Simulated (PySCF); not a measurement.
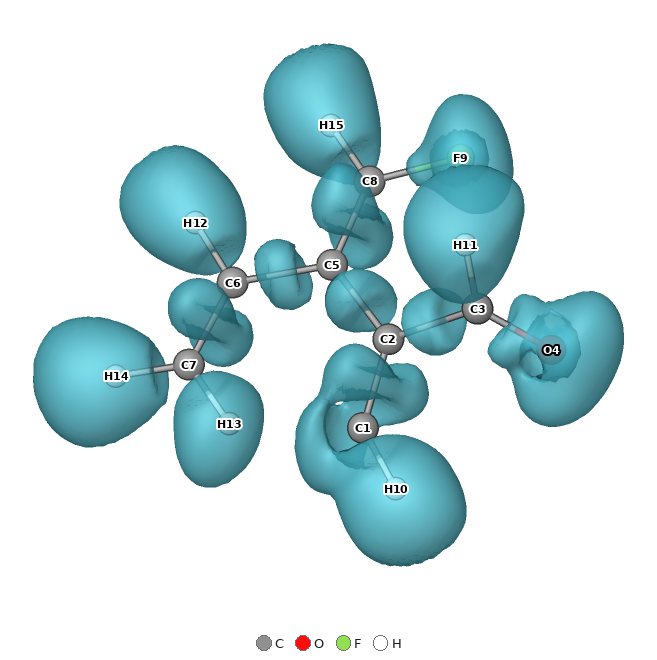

C₇H₆FO (SMILES [H]/[C]=C(C=O)/C(C=C)=C\F) (doublet). Isosurface of the ELF at 0.75 (cyan), seen at a tilt. Only the valence region is drawn (cores and ρ < 0.01 e/Å³ removed).

Geometry: GFN2-xTB.

Level of theory: UKS B3LYP, pcH-1 on C F H O, non-relativistic, mean-field spin-orbit, GIAO (PySCF 2.14.0, density-fitted response routines).

```xyz
15

C    -1.1022   -1.0482   -1.0357
C    -0.7987    0.0758   -0.4413
C    -1.5807    1.3016   -0.8398
O    -2.7669    1.3711   -0.9599
C     0.3302    0.2683    0.4802
C     1.3745   -0.7490    0.5647
C     1.3467   -1.9056   -0.0788
C     0.4245    1.3344    1.2846
F    -0.4912    2.3136    1.3355
H    -1.8736   -1.3320   -1.7177
H    -0.9114    2.1419   -1.1078
H     2.2006   -0.4977    1.2176
H     0.4912   -2.1263   -0.7188
H     2.1229   -2.6442    0.0107
H     1.2297    1.5042    1.9846
```

Question: Where are the electrons localised?

Answer: The ELF exceeds this value in five regions between bonded C–C atoms (shared pairs), six regions around hydrogen nuclei, one region on F in which the atom's valence shell and bonds are merged and one region on O in which the atom's valence shell and bonds are merged. Along the contacts the grid gives the following. C–O (1.19 Å): the ELF peaks at about 0.85 between the atoms (a short, multiple covalent bond). C–C (1.31 Å): the ELF peaks at about 0.90 between the atoms (a short, multiple covalent bond).
